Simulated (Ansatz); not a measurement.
## Molecular dynamics, with input and output: CH$_{4}$NSi (charge +1) (part 3 of 3)

The same run, continued: CH$_{4}$NSi, charge +1; RKS PBE-D4/def2-SVP (Ansatz 0.2.0). It belongs to a series of runs on one base structure; here: dynamics from the last frame of an earlier run.

Geometry of the input (Å):
```
N  -1.1696  -0.1840  -0.8920
C  -0.1146  -0.0661  -0.1674
Si 1.1470  0.2048  0.9328
H  -1.7749  -0.9934  -0.8695
H  -1.3368  0.4270  -1.7415
H  0.8253  1.0767  2.1425
H  2.4182  -0.2562  0.4456
```

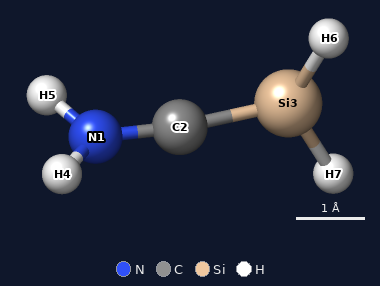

*The geometry at step 63 of the log (ball-and-stick view, seen at a tilt; atoms are numbered from 1 in the order of the input).*

## Trajectory as extended XYZ, continued
```
7
Properties=species:S:1:pos:R:3:forces:R:3 step=45 time_fs=22.5 energy=-10448.41078 temperature=517.8
N    -1.1228   -0.2312   -0.8071   -1.4857  -0.0592  -1.1314
C    -0.1124   -0.1000   -0.0922    0.2455   0.3530   0.9226
Si    1.1629    0.3273    0.9491    0.8201  -0.3832   0.0174
H    -1.8165   -0.9900   -0.6832    0.0666  -0.3747  -0.0660
H    -1.3963    0.4457   -1.5446    0.0131   0.1554  -0.0633
H     0.7115    0.8483    2.2846    0.2860   0.0148  -0.2460
H     2.3659   -0.3532    0.3467    0.0544   0.2939   0.5668
7
Properties=species:S:1:pos:R:3:forces:R:3 step=46 time_fs=23.0 energy=-10448.39369 temperature=465.2
N    -1.1232   -0.2343   -0.8062   -1.0448   0.2790  -1.0131
C    -0.1147   -0.0996   -0.0876    0.2210   0.3024   0.8767
Si    1.1621    0.3285    0.9501    1.0485  -0.4636   0.0202
H    -1.8123   -0.9777   -0.6867   -0.3058  -0.8543   0.0334
H    -1.3993    0.4438   -1.5327   -0.0211   0.3304  -0.2513
H     0.7082    0.8480    2.2926    0.3167  -0.0205  -0.3372
H     2.3846   -0.3563    0.3424   -0.2145   0.4266   0.6713
7
Properties=species:S:1:pos:R:3:forces:R:3 step=47 time_fs=23.5 energy=-10448.36147 temperature=427.1
N    -1.1239   -0.2371   -0.8054   -0.5560   0.6759  -0.9183
C    -0.1169   -0.0986   -0.0831    0.1801   0.2490   0.8222
Si    1.1617    0.3298    0.9509    1.2486  -0.5261   0.0405
H    -1.8077   -0.9663   -0.6899   -0.7149  -1.3566   0.1311
H    -1.4019    0.4432   -1.5219   -0.0515   0.4727  -0.4046
H     0.7072    0.8473    2.3012    0.3446  -0.0548  -0.4297
H     2.4026   -0.3592    0.3378   -0.4509   0.5399   0.7588
7
Properties=species:S:1:pos:R:3:forces:R:3 step=48 time_fs=24.0 energy=-10448.32038 temperature=376.7
N    -1.1241   -0.2397   -0.8052   -0.1060   1.0404  -0.8254
C    -0.1194   -0.0974   -0.0783    0.1302   0.1980   0.7568
Si    1.1615    0.3310    0.9515    1.4133  -0.5635   0.0917
H    -1.8032   -0.9573   -0.6929   -1.0869  -1.8029   0.2119
H    -1.4049    0.4438   -1.5119   -0.0746   0.5890  -0.5301
H     0.7079    0.8468    2.3113    0.3741  -0.0936  -0.5343
H     2.4186   -0.3619    0.3330   -0.6500   0.6327   0.8293
7
Properties=species:S:1:pos:R:3:forces:R:3 step=49 time_fs=24.5 energy=-10448.27733 temperature=369.1
N    -1.1239   -0.2421   -0.8047    0.2868   1.3402  -0.7203
C    -0.1215   -0.0960   -0.0728    0.0519   0.1498   0.6589
Si    1.1617    0.3318    0.9524    1.5480  -0.5728   0.1817
H    -1.7987   -0.9515   -0.6940   -1.3935  -2.1679   0.2758
H    -1.4094    0.4440   -1.5027   -0.0861   0.6822  -0.6270
H     0.7089    0.8478    2.3221    0.4080  -0.1386  -0.6522
H     2.4335   -0.3645    0.3298   -0.8150   0.7070   0.8830
7
Properties=species:S:1:pos:R:3:forces:R:3 step=50 time_fs=25.0 energy=-10448.24026 temperature=334.5
N    -1.1239   -0.2440   -0.8039    0.6061   1.5469  -0.5863
C    -0.1226   -0.0941   -0.0669   -0.1150   0.0918   0.4897
Si    1.1623    0.3324    0.9536    1.6650  -0.5536   0.3173
H    -1.7958   -0.9487   -0.6939   -1.5785  -2.4005   0.3217
H    -1.4160    0.4441   -1.4948   -0.0774   0.7400  -0.6801
H     0.7087    0.8504    2.3337    0.4473  -0.1896  -0.7830
H     2.4470   -0.3671    0.3294   -0.9474   0.7651   0.9206
7
Properties=species:S:1:pos:R:3:forces:R:3 step=51 time_fs=25.5 energy=-10448.21639 temperature=352.4
N    -1.1234   -0.2457   -0.8028    0.7130   1.6157  -0.4873
C    -0.1235   -0.0926   -0.0607   -0.2808   0.0359   0.3194
Si    1.1631    0.3328    0.9552    1.7647  -0.5266   0.4548
H    -1.7961   -0.9490   -0.6945   -1.5837  -2.4455   0.3414
H    -1.4238    0.4443   -1.4887   -0.0379   0.7458  -0.6718
H     0.7087    0.8532    2.3450    0.4829  -0.2366  -0.9026
H     2.4598   -0.3690    0.3311   -1.0581   0.8113   0.9463
7
Properties=species:S:1:pos:R:3:forces:R:3 step=52 time_fs=26.0 energy=-10448.20521 temperature=384.6
N    -1.1225   -0.2470   -0.8013    0.6017   1.5767  -0.4534
C    -0.1245   -0.0917   -0.0543   -0.3959  -0.0080   0.1820
Si    1.1646    0.3334    0.9567    1.8525  -0.5115   0.5579
H    -1.7988   -0.9521   -0.6963   -1.4357  -2.3284   0.3360
H    -1.4326    0.4454   -1.4846    0.0350   0.6895  -0.5948
H     0.7093    0.8549    2.3546    0.5095  -0.2725  -0.9936
H     2.4742   -0.3705    0.3346   -1.1670   0.8541   0.9659
7
Properties=species:S:1:pos:R:3:forces:R:3 step=53 time_fs=26.5 energy=-10448.20011 temperature=312.2
N    -1.1216   -0.2476   -0.7998    0.3980   1.4583  -0.4297
C    -0.1252   -0.0911   -0.0485   -0.4937  -0.0448   0.0561
Si    1.1663    0.3338    0.9582    1.9262  -0.4961   0.6536
H    -1.8026   -0.9566   -0.6974   -1.2092  -2.1192   0.3157
H    -1.4406    0.4466   -1.4820    0.1116   0.6154  -0.5001
H     0.7088    0.8560    2.3630    0.5340  -0.3028  -1.0722
H     2.4893   -0.3713    0.3406   -1.2669   0.8892   0.9766
7
Properties=species:S:1:pos:R:3:forces:R:3 step=54 time_fs=27.0 energy=-10448.19008 temperature=290.9
N    -1.1210   -0.2478   -0.7982    0.1985   1.3080  -0.3915
C    -0.1261   -0.0907   -0.0435   -0.5721  -0.0771  -0.0509
Si    1.1675    0.3339    0.9591    2.0017  -0.4714   0.7613
H    -1.8068   -0.9604   -0.6985   -0.9953  -1.9227   0.2994
H    -1.4480    0.4471   -1.4790    0.1708   0.5812  -0.4446
H     0.7090    0.8579    2.3713    0.5560  -0.3348  -1.1553
H     2.5042   -0.3705    0.3469   -1.3596   0.9167   0.9815
7
Properties=species:S:1:pos:R:3:forces:R:3 step=55 time_fs=27.5 energy=-10448.18054 temperature=268.9
N    -1.1201   -0.2482   -0.7969   -0.0893   1.1153  -0.3791
C    -0.1273   -0.0906   -0.0387   -0.6247  -0.1045  -0.1371
Si    1.1683    0.3338    0.9598    2.0802  -0.4451   0.8638
H    -1.8122   -0.9655   -0.6995   -0.7286  -1.6670   0.2728
H    -1.4554    0.4486   -1.4757    0.2358   0.5258  -0.3744
H     0.7101    0.8604    2.3790    0.5731  -0.3650  -1.2304
H     2.5184   -0.3692    0.3525   -1.4465   0.9406   0.9844
7
Properties=species:S:1:pos:R:3:forces:R:3 step=56 time_fs=28.0 energy=-10448.17925 temperature=256.3
N    -1.1194   -0.2487   -0.7957   -0.4262   0.9135  -0.3796
C    -0.1283   -0.0906   -0.0339   -0.7055  -0.1330  -0.2436
Si    1.1690    0.3336    0.9607    2.1381  -0.4139   0.9589
H    -1.8183   -0.9733   -0.6994   -0.4054  -1.3375   0.2294
H    -1.4634    0.4521   -1.4731    0.3175   0.4076  -0.2549
H     0.7116    0.8629    2.3854    0.5859  -0.3904  -1.2889
H     2.5290   -0.3676    0.3588   -1.5043   0.9536   0.9788
7
Properties=species:S:1:pos:R:3:forces:R:3 step=57 time_fs=28.5 energy=-10448.18343 temperature=278.3
N    -1.1184   -0.2496   -0.7947   -0.7557   0.7407  -0.3795
C    -0.1287   -0.0907   -0.0291   -0.8154  -0.1701  -0.3661
Si    1.1700    0.3331    0.9621    2.1704  -0.3775   1.0512
H    -1.8249   -0.9823   -0.6985   -0.0694  -0.9825   0.1779
H    -1.4702    0.4580   -1.4700    0.4037   0.2453  -0.1118
H     0.7137    0.8657    2.3908    0.5946  -0.4117  -1.3337
H     2.5353   -0.3665    0.3668   -1.5282   0.9558   0.9620
7
Properties=species:S:1:pos:R:3:forces:R:3 step=58 time_fs=29.0 energy=-10448.19377 temperature=289.0
N    -1.1169   -0.2509   -0.7937   -1.0503   0.6081  -0.3782
C    -0.1284   -0.0904   -0.0242   -0.9447  -0.2182  -0.4979
Si    1.1714    0.3329    0.9637    2.1881  -0.3409   1.1280
H    -1.8309   -0.9923   -0.6982    0.2494  -0.6380   0.1274
H    -1.4749    0.4654   -1.4664    0.4843   0.0633   0.0331
H     0.7169    0.8683    2.3933    0.5944  -0.4216  -1.3461
H     2.5382   -0.3649    0.3768   -1.5212   0.9473   0.9337
7
Properties=species:S:1:pos:R:3:forces:R:3 step=59 time_fs=29.5 energy=-10448.21011 temperature=362.7
N    -1.1152   -0.2519   -0.7921   -1.3015   0.5633  -0.4161
C    -0.1277   -0.0894   -0.0191   -1.1017  -0.2765  -0.6491
Si    1.1729    0.3324    0.9653    2.2050  -0.2997   1.1963
H    -1.8349   -1.0028   -0.6990    0.5244  -0.3280   0.0847
H    -1.4788    0.4749   -1.4637    0.5766  -0.1670   0.2145
H     0.7215    0.8696    2.3927    0.5836  -0.4172  -1.3227
H     2.5385   -0.3613    0.3887   -1.4863   0.9251   0.8924
7
Properties=species:S:1:pos:R:3:forces:R:3 step=60 time_fs=30.0 energy=-10448.22945 temperature=399.1
N    -1.1138   -0.2524   -0.7902   -1.5131   0.5367  -0.4552
C    -0.1266   -0.0883   -0.0140   -1.2830  -0.3403  -0.8144
Si    1.1746    0.3316    0.9670    2.2081  -0.2488   1.2629
H    -1.8390   -1.0133   -0.7013    0.7789  -0.0359   0.0540
H    -1.4817    0.4849   -1.4617    0.6649  -0.3938   0.3922
H     0.7275    0.8705    2.3901    0.5645  -0.4043  -1.2773
H     2.5362   -0.3555    0.4023   -1.4203   0.8864   0.8379
7
Properties=species:S:1:pos:R:3:forces:R:3 step=61 time_fs=30.5 energy=-10448.24980 temperature=406.8
N    -1.1126   -0.2528   -0.7874   -1.6808   0.4832  -0.4828
C    -0.1256   -0.0874   -0.0090   -1.4385  -0.3987  -0.9540
Si    1.1761    0.3305    0.9687    2.1937  -0.1871   1.3305
H    -1.8431   -1.0225   -0.7046    0.9934   0.2063   0.0439
H    -1.4829    0.4917   -1.4596    0.7250  -0.5482   0.5142
H     0.7348    0.8726    2.3865    0.5395  -0.3885  -1.2238
H     2.5330   -0.3471    0.4177   -1.3324   0.8330   0.7719
7
Properties=species:S:1:pos:R:3:forces:R:3 step=62 time_fs=31.0 energy=-10448.26916 temperature=349.4
N    -1.1113   -0.2535   -0.7844   -1.8094   0.4695  -0.5365
C    -0.1252   -0.0868   -0.0040   -1.5327  -0.4478  -1.0485
Si    1.1774    0.3299    0.9701    2.1630  -0.1257   1.3919
H    -1.8453   -1.0300   -0.7080    1.1365   0.3728   0.0459
H    -1.4823    0.4970   -1.4579    0.7683  -0.6740   0.6123
H     0.7418    0.8745    2.3825    0.5130  -0.3695  -1.1667
H     2.5302   -0.3377    0.4338   -1.2387   0.7747   0.7016
7
Properties=species:S:1:pos:R:3:forces:R:3 step=63 time_fs=31.5 energy=-10448.29368 temperature=365.3
N    -1.1105   -0.2541   -0.7818   -1.8734   0.4812  -0.5832
C    -0.1257   -0.0864    0.0008   -1.5778  -0.4812  -1.1091
Si    1.1788    0.3300    0.9715    2.0972  -0.0787   1.4110
H    -1.8448   -1.0365   -0.7117    1.2137   0.4803   0.0510
H    -1.4809    0.5011   -1.4569    0.7945  -0.7735   0.6886
H     0.7491    0.8750    2.3773    0.4802  -0.3398  -1.0874
H     2.5267   -0.3277    0.4495   -1.1344   0.7117   0.6291
7
Properties=species:S:1:pos:R:3:forces:R:3 step=64 time_fs=32.0 energy=-10448.32276 temperature=364.2
N    -1.1099   -0.2545   -0.7795   -1.9235   0.4886  -0.6315
C    -0.1269   -0.0866    0.0055   -1.5747  -0.4943  -1.1360
Si    1.1800    0.3303    0.9734    1.9986  -0.0488   1.3735
H    -1.8439   -1.0415   -0.7147    1.2614   0.5553   0.0568
H    -1.4792    0.5037   -1.4573    0.8149  -0.8476   0.7531
H     0.7568    0.8741    2.3700    0.4365  -0.2934  -0.9698
H     2.5221   -0.3170    0.4650   -1.0134   0.6402   0.5539
7
Properties=species:S:1:pos:R:3:forces:R:3 step=65 time_fs=32.5 energy=-10448.35425 temperature=479.1
N    -1.1091   -0.2550   -0.7776   -1.9685   0.4661  -0.6530
C    -0.1283   -0.0877    0.0104   -1.5587  -0.5011  -1.1593
Si    1.1810    0.3302    0.9752    1.8810  -0.0200   1.3094
H    -1.8435   -1.0451   -0.7176    1.2997   0.6083   0.0663
H    -1.4776    0.5043   -1.4569    0.8281  -0.8762   0.7831
H     0.7650    0.8729    2.3599    0.3812  -0.2319  -0.8137
H     2.5162   -0.3059    0.4821   -0.8629   0.5548   0.4672
7
Properties=species:S:1:pos:R:3:forces:R:3 step=66 time_fs=33.0 energy=-10448.38593 temperature=491.9
N    -1.1082   -0.2557   -0.7756   -1.9804   0.4001  -0.6349
C    -0.1298   -0.0893    0.0155   -1.5497  -0.5126  -1.1873
Si    1.1817    0.3299    0.9769    1.7569   0.0109   1.2400
H    -1.8433   -1.0476   -0.7219    1.3260   0.6364   0.0877
H    -1.4748    0.5022   -1.4549    0.8174  -0.8355   0.7576
H     0.7735    0.8709    2.3487    0.3162  -0.1582  -0.6315
H     2.5092   -0.2955    0.5016   -0.6864   0.4588   0.3685
7
Properties=species:S:1:pos:R:3:forces:R:3 step=67 time_fs=33.5 energy=-10448.41426 temperature=568.2
N    -1.1078   -0.2563   -0.7736   -1.9395   0.3340  -0.5907
C    -0.1315   -0.0911    0.0207   -1.5656  -0.5305  -1.2321
Si    1.1819    0.3297    0.9785    1.6181   0.0402   1.1527
H    -1.8433   -1.0480   -0.7275    1.3265   0.6224   0.1224
H    -1.4711    0.4984   -1.4527    0.7946  -0.7491   0.7015
H     0.7808    0.8675    2.3362    0.2432  -0.0682  -0.4156
H     2.5000   -0.2865    0.5222   -0.4774   0.3512   0.2618
7
Properties=species:S:1:pos:R:3:forces:R:3 step=68 time_fs=34.0 energy=-10448.43765 temperature=514.7
N    -1.1077   -0.2569   -0.7717   -1.8227   0.3065  -0.5251
C    -0.1328   -0.0931    0.0257   -1.5942  -0.5528  -1.2830
Si    1.1825    0.3293    0.9798    1.4341   0.0754   1.0485
H    -1.8423   -1.0455   -0.7351    1.2751   0.5326   0.1749
H    -1.4678    0.4931   -1.4497    0.7651  -0.6196   0.6159
H     0.7869    0.8628    2.3231    0.1669   0.0317  -0.1780
H     2.4893   -0.2775    0.5418   -0.2242   0.2262   0.1467
7
Properties=species:S:1:pos:R:3:forces:R:3 step=69 time_fs=34.5 energy=-10448.45283 temperature=522.5
N    -1.1080   -0.2578   -0.7702   -1.6250   0.3216  -0.4344
C    -0.1338   -0.0952    0.0298   -1.6304  -0.5828  -1.3294
Si    1.1831    0.3290    0.9807    1.2188   0.1184   0.9349
H    -1.8406   -1.0405   -0.7439    1.1716   0.3787   0.2332
H    -1.4624    0.4880   -1.4457    0.7128  -0.4600   0.4965
H     0.7925    0.8582    2.3097    0.0873   0.1373   0.0719
H     2.4776   -0.2678    0.5593    0.0650   0.0868   0.0272
7
Properties=species:S:1:pos:R:3:forces:R:3 step=70 time_fs=35.0 energy=-10448.45734 temperature=513.7
N    -1.1085   -0.2590   -0.7692   -1.3657   0.3655  -0.3153
C    -0.1350   -0.0971    0.0332   -1.6482  -0.6113  -1.3568
Si    1.1835    0.3288    0.9816    0.9755   0.1597   0.8008
H    -1.8382   -1.0340   -0.7520    1.0206   0.1741   0.2866
H    -1.4555    0.4824   -1.4416    0.6420  -0.2751   0.3473
H     0.7993    0.8546    2.2966    0.0003   0.2494   0.3335
H     2.4661   -0.2578    0.5771    0.3755  -0.0623  -0.0961
7
Properties=species:S:1:pos:R:3:forces:R:3 step=71 time_fs=35.5 energy=-10448.44672 temperature=537.2
N    -1.1085   -0.2609   -0.7686   -1.0765   0.4197  -0.1662
C    -0.1357   -0.0994    0.0363   -1.6644  -0.6405  -1.3827
Si    1.1842    0.3287    0.9828    0.7121   0.2053   0.6669
H    -1.8356   -1.0270   -0.7596    0.8481  -0.0600   0.3379
H    -1.4489    0.4760   -1.4368    0.5695  -0.0680   0.1760
H     0.8065    0.8525    2.2848   -0.0879   0.3601   0.5880
H     2.4560   -0.2483    0.5965    0.6992  -0.2165  -0.2199
7
Properties=species:S:1:pos:R:3:forces:R:3 step=72 time_fs=36.0 energy=-10448.41969 temperature=465.3
N    -1.1084   -0.2629   -0.7678   -0.7827   0.4583   0.0015
C    -0.1355   -0.1022    0.0388   -1.6905  -0.6684  -1.4057
Si    1.1849    0.3288    0.9841    0.4557   0.2401   0.5072
H    -1.8339   -1.0197   -0.7671    0.6776  -0.2967   0.3880
H    -1.4430    0.4700   -1.4306    0.4956   0.1578  -0.0128
H     0.8143    0.8519    2.2727   -0.1823   0.4783   0.8587
H     2.4466   -0.2388    0.6148    1.0267  -0.3692  -0.3369
7
Properties=species:S:1:pos:R:3:forces:R:3 step=73 time_fs=36.5 energy=-10448.38303 temperature=475.1
N    -1.1087   -0.2648   -0.7666   -0.4761   0.4916   0.1615
C    -0.1356   -0.1049    0.0405   -1.6601  -0.6845  -1.3750
Si    1.1857    0.3291    0.9855    0.2130   0.2509   0.3249
H    -1.8320   -1.0115   -0.7754    0.4733  -0.5758   0.4439
H    -1.4376    0.4625   -1.4243    0.4126   0.4278  -0.2315
H     0.8231    0.8522    2.2623   -0.2742   0.5919   1.1135
H     2.4405   -0.2297    0.6322    1.3114  -0.5019  -0.4372
7
Properties=species:S:1:pos:R:3:forces:R:3 step=74 time_fs=37.0 energy=-10448.34224 temperature=438.6
N    -1.1094   -0.2670   -0.7647   -0.1836   0.5381   0.2884
C    -0.1362   -0.1073    0.0421   -1.5853  -0.6964  -1.3104
Si    1.1865    0.3295    0.9867    0.0294   0.2264   0.1192
H    -1.8295   -1.0047   -0.7839    0.2558  -0.8559   0.4947
H    -1.4314    0.4549   -1.4193    0.3303   0.6836  -0.4375
H     0.8321    0.8531    2.2526   -0.3645   0.7043   1.3591
H     2.4391   -0.2205    0.6504    1.5178  -0.6000  -0.5135
7
Properties=species:S:1:pos:R:3:forces:R:3 step=75 time_fs=37.5 energy=-10448.30068 temperature=507.4
N    -1.1104   -0.2691   -0.7620    0.0378   0.5661   0.3639
C    -0.1376   -0.1101    0.0435   -1.4302  -0.6954  -1.1808
Si    1.1872    0.3301    0.9879   -0.1441   0.1784  -0.1137
H    -1.8265   -1.0007   -0.7907    0.0595  -1.0832   0.5254
H    -1.4232    0.4491   -1.4144    0.2402   0.8975  -0.6232
H     0.8405    0.8542    2.2433   -0.4560   0.8194   1.6066
H     2.4400   -0.2102    0.6694    1.6927  -0.6828  -0.5783
7
Properties=species:S:1:pos:R:3:forces:R:3 step=76 time_fs=38.0 energy=-10448.26230 temperature=428.1
N    -1.1116   -0.2711   -0.7589    0.1853   0.5259   0.4268
C    -0.1397   -0.1135    0.0444   -1.1826  -0.6773  -0.9752
Si    1.1881    0.3304    0.9890   -0.3720   0.1487  -0.3032
H    -1.8240   -0.9987   -0.7959   -0.1028  -1.2516   0.5375
H    -1.4132    0.4449   -1.4079    0.1291   1.1143  -0.8298
H     0.8482    0.8564    2.2369   -0.5282   0.9058   1.7834
H     2.4409   -0.2004    0.6885    1.8712  -0.7658  -0.6393
7
Properties=species:S:1:pos:R:3:forces:R:3 step=77 time_fs=38.5 energy=-10448.23761 temperature=376.4
N    -1.1134   -0.2731   -0.7560    0.2723   0.4131   0.4918
C    -0.1421   -0.1176    0.0447   -0.9108  -0.6434  -0.7467
Si    1.1890    0.3304    0.9902   -0.5913   0.1249  -0.4416
H    -1.8218   -1.0002   -0.7990   -0.2073  -1.3330   0.5329
H    -1.4028    0.4413   -1.4023    0.0125   1.3091  -1.0285
H     0.8553    0.8599    2.2337   -0.5751   0.9555   1.8747
H     2.4429   -0.1923    0.7050    1.9997  -0.8262  -0.6826
7
Properties=species:S:1:pos:R:3:forces:R:3 step=78 time_fs=39.0 energy=-10448.23387 temperature=304.4
N    -1.1158   -0.2755   -0.7530    0.2957   0.3368   0.4883
C    -0.1447   -0.1214    0.0442   -0.6316  -0.6064  -0.5039
Si    1.1895    0.3302    0.9914   -0.7370   0.0961  -0.5200
H    -1.8205   -1.0037   -0.7996   -0.2788  -1.3640   0.5196
H    -1.3926    0.4387   -1.3987   -0.0819   1.4160  -1.1610
H     0.8600    0.8649    2.2335   -0.5940   0.9657   1.8735
H     2.4471   -0.1873    0.7188    2.0276  -0.8442  -0.6965
7
Properties=species:S:1:pos:R:3:forces:R:3 step=79 time_fs=39.5 energy=-10448.24707 temperature=305.4
N    -1.1182   -0.2781   -0.7496    0.2029   0.3437   0.3470
C    -0.1473   -0.1251    0.0428   -0.3069  -0.5591  -0.2189
Si    1.1899    0.3299    0.9923   -0.8385   0.0677  -0.5548
H    -1.8201   -1.0080   -0.7978   -0.3211  -1.3545   0.4991
H    -1.3838    0.4385   -1.3967   -0.1365   1.3918  -1.1869
H     0.8635    0.8717    2.2348   -0.5939   0.9477   1.8081
H     2.4522   -0.1849    0.7305    1.9940  -0.8374  -0.6935
7
Properties=species:S:1:pos:R:3:forces:R:3 step=80 time_fs=40.0 energy=-10448.26928 temperature=285.7
N    -1.1206   -0.2809   -0.7464    0.0462   0.3968   0.1274
C    -0.1496   -0.1293    0.0409    0.0196  -0.5054   0.0708
Si    1.1900    0.3299    0.9932   -0.8985   0.0261  -0.5894
H    -1.8200   -1.0138   -0.7954   -0.3296  -1.3032   0.4745
H    -1.3759    0.4400   -1.3962   -0.1650   1.2758  -1.1328
H     0.8664    0.8785    2.2368   -0.5895   0.9214   1.7299
H     2.4584   -0.1825    0.7400    1.9168  -0.8114  -0.6804
```

## Key numbers

| quantity | value |
| --- | --- |
| outcome | finished |
| mean temperature over the second half | 394 K |
| trajectory | 80 steps, 40 fs |
| ensemble | nvt_langevin |
| temperature in the input | 400.0 K |
| time step | 0.5 fs |
| potential energy (last step) | −10448.2693 eV |
| mean-field energy (last step) | −10448.1793 eV |
| largest force (length of the vector) (last step) | 2.190 eV/Å |
| hardware | 1 thread of Arm Neoverse V1, 24 GiB of memory available, shared host |
| wall time | 1.8 min |
| peak memory | 0.11 GiB |

## Notes

So short a trajectory is not equilibrated. The logged temperature at the start can lie below the typed one, since it is counted over all degrees of freedom.
